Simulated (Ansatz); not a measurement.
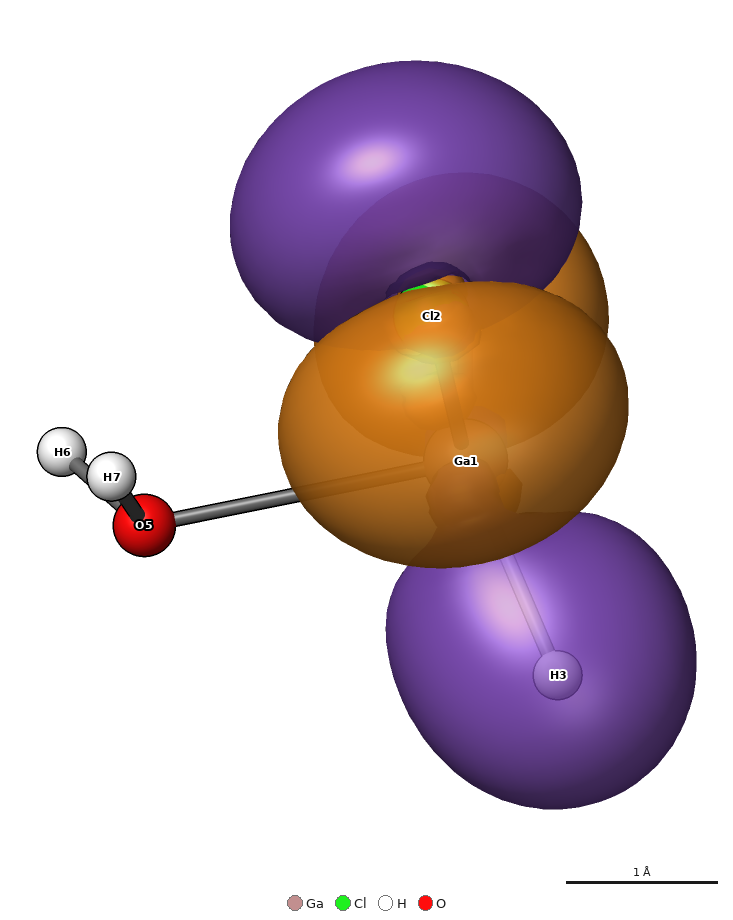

Figure 1: ClGaH4O. One frontier orbital at ±0.1 Å⁻³ᐟ² (orange and purple are the two phases), seen from one side.

The calculation used Ansatz 0.2.0, RKS B3LYP-D4/def2-SVPD.

Input file:

```
crystal:
  periodic: [false, false, false]
  atoms:
    - { symbol: Ga, position_ang: [0.044269, 0.378871, -0.067744] }
    - { symbol: Cl, position_ang: [-0.047019, 0.405923, 2.164562] }
    - { symbol: H, position_ang: [1.481254, 0.520703, -0.63307] }
    - { symbol: H, position_ang: [-1.356158, 0.370024, -0.740686] }
    - { symbol: O, position_ang: [0.140775, -2.501748, 0.677027] }
    - { symbol: H, position_ang: [-0.652263, -3.043971, 0.584646] }
    - { symbol: H, position_ang: [0.079843, -2.092802, 1.571764] }
basis:
  gaussian: { orbitals: def2-SVPD }
hamiltonian:
  xc: b3lyp
  dispersion: d4
relax:
  f_tol: 0.03
  max_steps: 50
output:
  orbitals: {}
```

Launched as:

```sh
ansatz run input.yaml --threads 4 --pin off --max-ram 5120MiB --backend cpu --events-out ev --progress --plain --runs-dir out
```

The fields are those of the run's last geometry, not of the input's.

> Which orbital is it: HOMO or LUMO?

The HOMO, at −7.77 eV. By Hirshfeld shares it lies mainly on Cl2 (about 65 %), Ga1 (about 15 %), H3 (about 10 %) and H4 (about 10 %).
